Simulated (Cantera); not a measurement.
Feed: 1 mol B2H6, 0.21 mol N2, held at 0.195 Torr.

Cantera equilibrium calculation (NASA polynomials, part measured and part estimated; ideal gas, pure solids and liquids). Candidate condensed phases: B, BN; 15 gas species. The feed counts by its element totals alone. N2 is the only nitrogen source here; it is nearly inert below about 1500 K, so the nitride shown seldom forms there in practice. Mutual solubility and eutectic melting of coexisting phases are not modelled. The tables' values for BH2 are old estimates; treat these amounts as uncertain. Kinetics and transport are ignored.

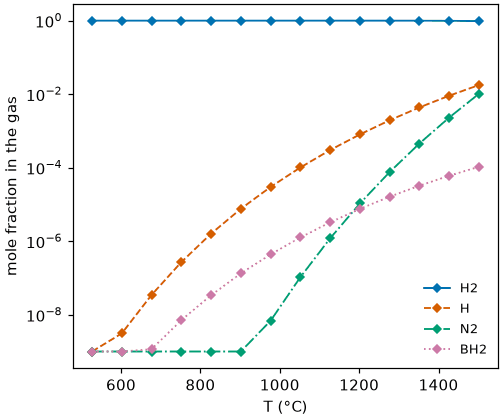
Fig. 1. Equilibrium gas composition (values under 1e-9 drawn at 1e-9)

From 527 °C to 1502 °C the condensed part is B(s) + BN(s).
